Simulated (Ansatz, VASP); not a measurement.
# Cross-check of SbAs between VASP and Ansatz, part 2 of 2

Wanted: the spread between two codes on one cell, functional and k mesh. The cell is generated by rule, not measured, and may not be a known phase. The cell comes out of the VASP series on this material, whose earlier steps may have relaxed, scaled or displaced it; both programs get it as it stands.

VASP 6.6.1 and Ansatz 0.2.0.

So far. Step 3 (VASP: band structure, PBEsol): The run ends at a pressure of 12.64 GPa.

## (5) VASP: band structure, PBEsol, spin-orbit coupling

Level of this step: PBEsol, spin-orbit coupling; plane waves and PAW (As, Sb); invented cell (VASP).

Levels along a path test the potential and the projectors away from the mesh points.

INCAR reads:

```
SYSTEM = SbAs
PREC = Accurate
ENCUT = 400
EDIFF = 1E-06
NELM = 100
ISMEAR = 0
SIGMA = 0.02
LREAL = .FALSE.
ALGO = Normal
GGA = PS
LNONCOLLINEAR = .TRUE.
MAGMOM = 0 0 0 0 0 0
NBANDS = 22
GGA_COMPAT = .FALSE.
LASPH = .TRUE.
LSORBIT = .TRUE.
LORBIT = 11
LWAVE = .FALSE.
LCHARG = .FALSE.
KPAR = 4
ISIF = 2
```

POSCAR reads:

```
SbAs
1.0
    0.0000000000      3.0137700000      3.0137700000
    3.0137700000      0.0000000000      3.0137700000
    3.0137700000      3.0137700000      0.0000000000
As Sb
1 1
Direct
    0.0000000000      0.0000000000      0.0000000000
    0.2500000000      0.2500000000      0.2500000000
```

KPOINTS reads:

```
Automatic mesh
0
Gamma
8 8 8
0 0 0
```

KPOINTS_OPT reads:

```
Line mode
16
Line-mode
Reciprocal
  0.00000000   0.00000000   0.00000000 GAMMA
  0.50000000   0.00000000   0.50000000 X

  0.50000000   0.00000000   0.50000000 X
  0.50000000   0.25000000   0.75000000 W

  0.50000000   0.25000000   0.75000000 W
  0.37500000   0.37500000   0.75000000 K

  0.37500000   0.37500000   0.75000000 K
  0.00000000   0.00000000   0.00000000 GAMMA

  0.00000000   0.00000000   0.00000000 GAMMA
  0.50000000   0.50000000   0.50000000 L

  0.50000000   0.50000000   0.50000000 L
  0.62500000   0.25000000   0.62500000 U

  0.62500000   0.25000000   0.62500000 U
  0.50000000   0.25000000   0.75000000 W

  0.50000000   0.25000000   0.75000000 W
  0.50000000   0.50000000   0.50000000 L

  0.50000000   0.50000000   0.50000000 L
  0.37500000   0.37500000   0.75000000 K

  0.62500000   0.25000000   0.62500000 U
  0.50000000   0.00000000   0.50000000 X
```

Potentials, in the order of the species: As and Sb (PBE family, release 64).

Started as:

```console
$ mpirun -np 4 vasp_ncl
```

Numbers of over 12 decimals in the logs are rounded to 6 here.

The program printed:

```text
[banner, memory and clock lines left out]
running    4 mpi-ranks, on    1 nodes
[...]
[... a notice as in an earlier step ...]

 LDA part: xc-table for (Slater+PW92), standard interpolation
 POSCAR, INCAR and KPOINTS ok, starting setup
[...]
entering main loop
       N       E                     dE             d eps       ncg     rms          rms(c)
DAV:   1     0.309334780040E+02    0.30933E+02   -0.30637E+03  1892   0.600E+02
DAV:   2    -0.623926276807E+01   -0.37173E+02   -0.35523E+02  2464   0.117E+02
DAV:   3    -0.863947015481E+01   -0.24002E+01   -0.23704E+01  2420   0.298E+01
DAV:   4    -0.866391156141E+01   -0.24441E-01   -0.24435E-01  2104   0.360E+00
[...]
DAV:  10    -0.855783758634E+01    0.84655E-05   -0.12419E-04  2076   0.763E-02    0.165E-02
DAV:  11    -0.855783383213E+01    0.37542E-05   -0.13278E-05  2124   0.211E-02    0.703E-03
DAV:  12    -0.855783393480E+01   -0.10266E-06   -0.18261E-06  2130   0.759E-03
   1 F= -.85578339E+01 E0= -.85576853E+01  d E =-.297185E-03  mag=    -0.0000    -0.0000    -0.0000
 Start KPOINTS_OPT (optional k-point list driver)
k-point batch [1-43\160]
       N       E                     dE             ncg
DAV:   1     0.140975554030E+04   -0.86634E+04     1892
DAV:   2    -0.575458040376E+02   -0.14673E+04     2582
DAV:   3    -0.144702101979E+03   -0.87156E+02     2412
DAV:   4    -0.145563357568E+03   -0.86126E+00     2238
DAV:   5    -0.145575125816E+03   -0.11768E-01     2362
DAV:   6    -0.145575413600E+03   -0.28778E-03     2268
DAV:   7    -0.145575423466E+03   -0.98653E-05     2218
DAV:   8    -0.145575423799E+03   -0.33305E-06     1588
[...]
k-point batch [130-160\160]
       N       E                     dE             ncg
DAV:   1     0.398130531885E+04   -0.77144E+04     1364
DAV:   2     0.291062804950E+04   -0.10707E+04     1784
DAV:   3     0.284633353677E+04   -0.64295E+02     1842
DAV:   4     0.284571216222E+04   -0.62137E+00     1562
DAV:   5     0.284570396364E+04   -0.81986E-02     1772
DAV:   6     0.284570375610E+04   -0.20753E-03     1552
DAV:   7     0.284570374934E+04   -0.67638E-05     1774
DAV:   8     0.284570374913E+04   -0.20495E-06     1188
```

OUTCAR, selected parts (step 5):

```text
  Total        4.3897575      4.3897575      4.3897575      0.0000000     -0.0000000      0.0000000
  in kB      128.4667698    128.4667698    128.4667698      0.0000000     -0.0000000      0.0000000
  external PRESSURE =     128.4667698 kB  Pullay stress =       0.0000000 kB

  FREE ENERGIE OF THE ION-ELECTRON SYSTEM (eV)
  ---------------------------------------------------
  free  energy   TOTEN  =        -8.5578339348 eV

  energy  without entropy=       -8.5575367498  energy(sigma->0) =       -8.55768534

 magnetization (x)
# of ion       s       p       d       tot
------------------------------------------
    1       -0.000  -0.000  -0.000  -0.000
    2       -0.000  -0.000   0.000  -0.000
--------------------------------------------------
tot         -0.000  -0.000   0.000  -0.000

 magnetization (y)
# of ion       s       p       d       tot
------------------------------------------
    1       -0.000   0.000  -0.000   0.000
    2        0.000   0.000   0.000   0.000
--------------------------------------------------
tot         -0.000   0.000  -0.000   0.000

 magnetization (z)
# of ion       s       p       d       tot
------------------------------------------
    1       -0.000   0.000   0.000   0.000
    2       -0.000  -0.000  -0.000  -0.000
--------------------------------------------------
tot         -0.000   0.000  -0.000   0.000

[... 2 parts as in an earlier step ...]

[... 2 further parts left out ...]
[key lines of the parts left out:]
E-fermi :   5.9724
```

The run ends at a pressure of 12.85 GPa.

## (6) Ansatz: band structure, PBEsol, spin-orbit coupling

The same cell, functional, mesh and smearing now go to Ansatz, which takes its cutoff from its data sets.

The cell comes out of the VASP series on this material, whose earlier steps may have relaxed, scaled or displaced it; both programs get it as it stands.

input.yaml reads:

```yaml
crystal:
  lattice:
    - [0.0, 3.01377, 3.01377]
    - [3.01377, 0.0, 3.01377]
    - [3.01377, 3.01377, 0.0]
  atoms:
    - { symbol: As, position: [0.0, 0.0, 0.0] }
    - { symbol: Sb, position: [0.25, 0.25, 0.25] }
hamiltonian:
  xc: pbesol
  pseudopotentials: { kind: paw_fr }
magnetization:
  noncollinear: true
  spin_orbit: true
kpoints:
  mp_grid: { grid: [8, 8, 8] }
  band_path:
    path:
      - [0.0, 0.0, 0.0]
      - [0.16667, 0.0, 0.16667]
      - [0.33333, 0.0, 0.33333]
      - [0.5, 0.0, 0.5]
      - [0.5, 0.08333, 0.58333]
      - [0.5, 0.18333, 0.68333]
      - [0.5, 0.25, 0.75]
      - [0.45, 0.3, 0.75]
      - [0.40833, 0.34167, 0.75]
      - [0.35, 0.35, 0.7]
      - [0.225, 0.225, 0.45]
      - [0.075, 0.075, 0.15]
      - [0.03333, 0.03333, 0.03333]
      - [0.23333, 0.23333, 0.23333]
      - [0.4, 0.4, 0.4]
      - [0.51667, 0.46667, 0.51667]
      - [0.55833, 0.38333, 0.55833]
      - [0.60833, 0.28333, 0.60833]
      - [0.60833, 0.25, 0.64167]
      - [0.55833, 0.25, 0.69167]
      - [0.51667, 0.25, 0.73333]
      - [0.5, 0.3, 0.7]
      - [0.5, 0.38333, 0.61667]
      - [0.5, 0.48333, 0.51667]
      - [0.475, 0.475, 0.55]
      - [0.425, 0.425, 0.65]
      - [0.38333, 0.38333, 0.73333]
      - [0.59167, 0.18333, 0.59167]
      - [0.55, 0.1, 0.55]
      - [0.5, 0.0, 0.5]
    npoints: 1
scf:
  occupations: { method: gaussian, width: 0.02 }
  n_extra_bands: 14
output:
  forces: true
  stress: true
  eigenvalues: true
```

Started as:

```console
$ ansatz run input.yaml --threads 2 --pin off --max-ram 4608MiB --backend cpu --events-out ev --progress --plain --runs-dir out
```

The program printed:

```text
[...]
non-collinear run that drives no moment, with spin-orbit: no starting moment large enough to seed its density (crystal.atoms[].spin), no starting occupations that ask for one, no magnetisation constraint and no magnetic field, so the semilocal B_xc is pinned to zero
Crystal: 2 atoms, lattice volume = 54.747 Å³
[...]
k-point 1: bands = [... 26 lower, 7.0332, 7.0365, 7.4838, 7.4838, 10.0944, 10.0944, 10.5215, 10.5236, ... 10 higher]
  k-point 2: bands = [... 26 lower, 6.6098, 6.6136, 7.3582, 7.3582, 10.7368, 10.7368, 11.0771, 11.0819, ... 10 higher]
  k-point 28: bands = [... 26 lower, 4.2672, 4.3094, 10.7357, 10.7791, 10.9225, 11.2311, 11.7913, 11.8140, ... 10 higher]
[key lines of the parts left out:]
SCF converged after 7 iterations
Magnetization: |M| = 0.0000 μB,  M = (+0.0000, +0.0000, +0.0000) μB
Free energy (F): -11222.411796 eV
Fermi energy:    9.581431 eV
P = ⅓ Tr σ = 12.4023 GPa (124.023 kbar)
```

Elapsed: 6.1 s, on 2 threads of Intel Xeon 6975P-C (Granite Rapids), shared host; peak memory 0.61 GiB; 12 s of CPU time.

## (7) Differences

What differs besides the data sets and the points named for the pairs above, as far as they apply: spin-orbit coupling enters by fully relativistic files in Ansatz and inside the spheres in VASP; the data sets hold 30 valence electrons in Ansatz (fully relativistic PAW (standard-fr) files) and 10 in VASP. Total energies have different zeros and are not compared.

The two programs side by side:

```
      quantity  Ansatz   VASP  difference
pressure (GPa)   12.40  12.85       -0.44
```

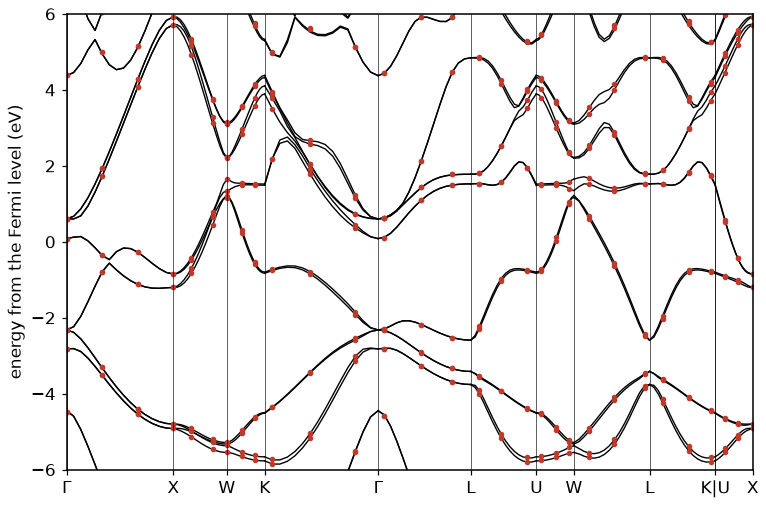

Bands from VASP (lines) and levels from Ansatz (dots). Dots without a line are higher empty bands that the VASP plot leaves out.

Levels from 3 eV below to 2 eV above the Fermi level differ by 7 meV r.m.s. and 22 meV at most; each VASP level is matched to the nearest of Ansatz, which flatters the figure a little.

## (8) Results

```yaml
r_m_s_difference_of_levels_near_the_fermi_level_band_structure_pbesol: 6.5 meV
r_m_s_difference_of_levels_near_the_fermi_level_band_structure_pbesol_spin_orbit_coupling: 7.0 meV
```

What this shows: The r.m.s. difference of levels near the Fermi level is 7.0 meV (band structure, PBEsol, spin-orbit coupling), within the 80 meV picked in this series as the mark of a large difference. Differences of this kind measure data sets and numerical settings, not the functional's error against experiment.

[Lines on the potential files, build, host, timing and source positions are cut from VASP's logs without a mark.]

[Logs are printed without paths, hosts, clocks, repeated set-up lines and the standing remarks that a program may print on its own settings, such as how far it seeks lower states.]

[Hosts, paths, dates, database ids (printed as entryN), source tags and the programs' standing remarks are cut or masked in the printed files.]
